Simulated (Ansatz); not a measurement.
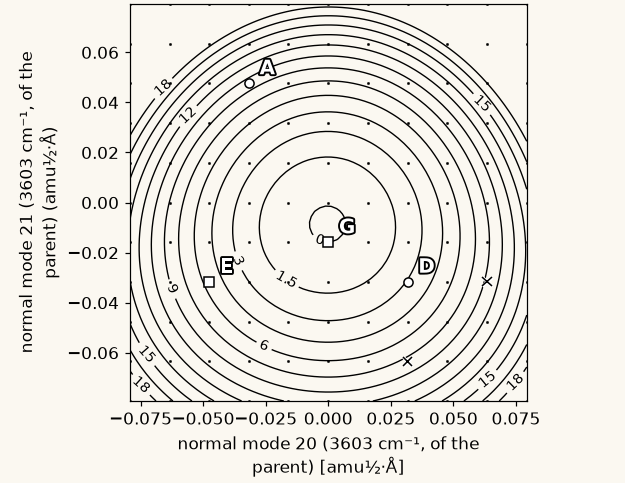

H₆InN₃, charge −1, spin multiplicity 2. 
- Coordinates scanned: (1) normal mode 20 (3603 cm⁻¹, of the parent); (2) normal mode 21 (3603 cm⁻¹, of the parent).
- Nothing is relaxed (straight displacements along the two mass-weighted modes).
- The scan uses an 11 × 11 grid. At 2 points there is no value.
- Points are written as (first, second).
- Energies: kJ/mol, counted from the lowest grid point.
- Near the degeneracy a single determinant is a rough description.
- Method: UKS PBE0-D4/def2-SVPD in Ansatz.

In the figure: contour lines labelled in kJ/mol (none above 18), crosses at grid points without a value, dots at the grid points, lettered points. Between grid points the surface is interpolated.

Q: Is D the lowest point of the computed grid?

A: No. D lies 3.1 kJ/mol above the lowest grid point, which is at (0.000 amu½·Å, −0.016 amu½·Å).

Q: Rank the lettered points by energy, lowest first.

A: G (0.0 kJ/mol), D (3.1 kJ/mol), E (5.5 kJ/mol), A (9.8 kJ/mol).
